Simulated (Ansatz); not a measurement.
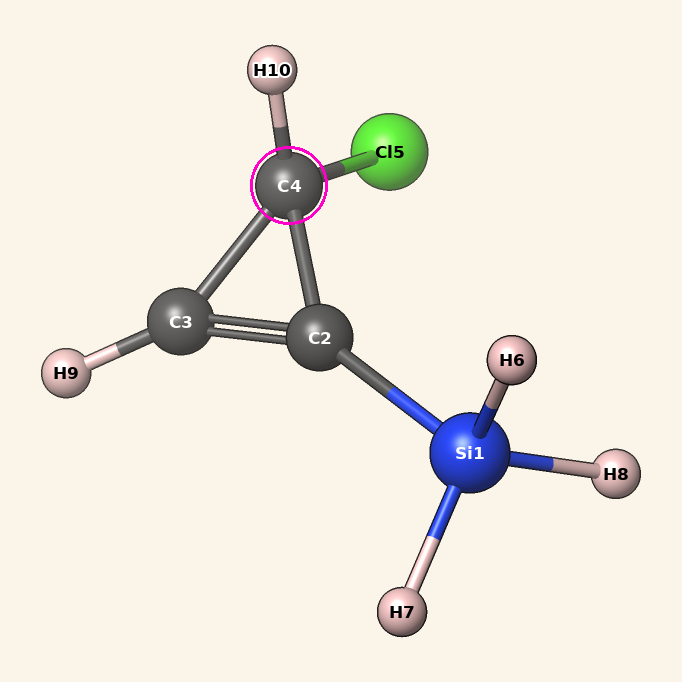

Depth is shown by fading: the farther an atom, the more it takes the colour of the background. Circles mark the stereogenic atoms. The computed structure is the end point of a PBE0-D4/def2-TZVP optimisation. No frequency run is at hand to confirm it as a minimum.

> Assign CIP descriptors.

C4: S (priorities Cl5 > C2 > C3 > H10).

> Give a SMILES with the stereochemistry.

[SiH3]C1=C[C@@H]1Cl
